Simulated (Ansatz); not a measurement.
# Thickness series in WS2

Take WS₂ in the 2H-MoS2 type structure (space group P6_3/mmc, No. 194; layered, stacked along the Cartesian z axis) as the base.

```yaml
crystal:
  lattice:
    - [3.11481, 0.00000, 0.00000]
    - [-1.55740, 2.69750, 0.00000]
    - [0.00000, 0.00000, 11.77307]
  atoms:
    - { symbol: W, position: [0.33333, 0.66667, 0.25000] }
    - { symbol: W, position: [0.66667, 0.33333, 0.75000] }
    - { symbol: S, position: [0.33333, 0.66667, 0.61646] }
    - { symbol: S, position: [0.66667, 0.33333, 0.11646] }
    - { symbol: S, position: [0.66667, 0.33333, 0.38354] }
    - { symbol: S, position: [0.33333, 0.66667, 0.88354] }
```

Free-standing slabs (3 atom(s) a layer) normal to the stacking axis with 15 Å of vacuum; in-plane cell relaxed.

Level of theory: Ansatz (a quantum-chemistry and plane-wave program), PBEsol-D3(BJ), PAW, cutoff 420 eV, no SOC.

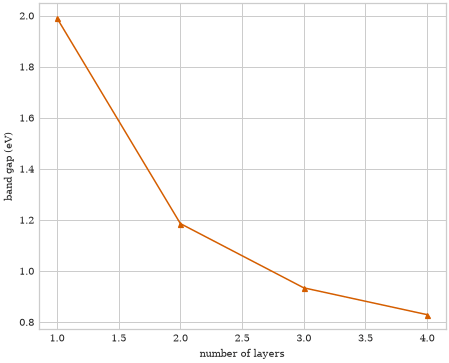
*Band gap against number of layers*

Problem. From the plot, what is the band gap for 1 layer?

Solution. About 1.99 eV.

Problem. Is the trend monotonic over the range shown?

Solution. Yes, it falls throughout, spanning 0.83 eV to 1.99 eV.

Spin-orbit coupling, missing from the scalar runs, can matter with W. Stability against distortions was not tested.
